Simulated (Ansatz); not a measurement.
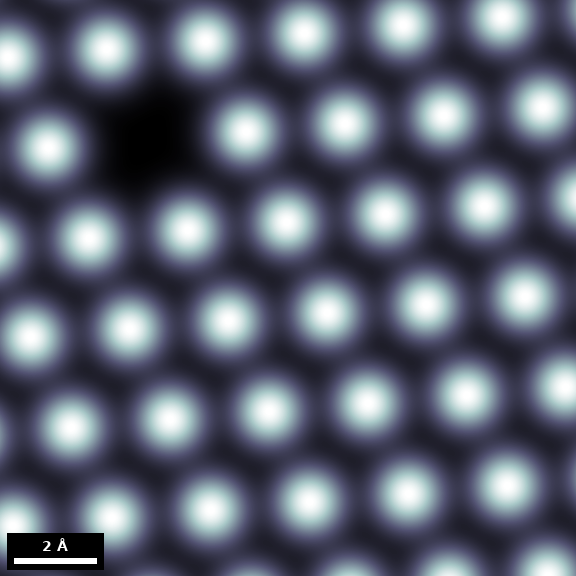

Dark-field STEM-like image of Ir (Fm-3m, No. 225) along [110]. Simulation: incoherent imaging, intensity Z^1.6 per atom, probe width 1.30 Å, thin sample. The display is stretched by a gamma of 0.8; percentages refer to the linear signal.

The sample is 1 repeat (2.8 Å) thick. One point defect was put into the perfect crystal, without relaxing the atoms around it. Brightness is counted from the darkest point of the image. Host structure: the input geometry of an electronic-structure calculation (not necessarily at equilibrium).

Question: Where is the defect (in Å from the left and the top edge), and what does its contrast suggest?

Answer: At about 4 Å from the left and 3 Å from the top. The column has all but vanished there, which points to a vacancy or a much lighter atom. The column holds 1 atom (Ir) through the sample, and one Ir atom is missing, so its peak vanishes.
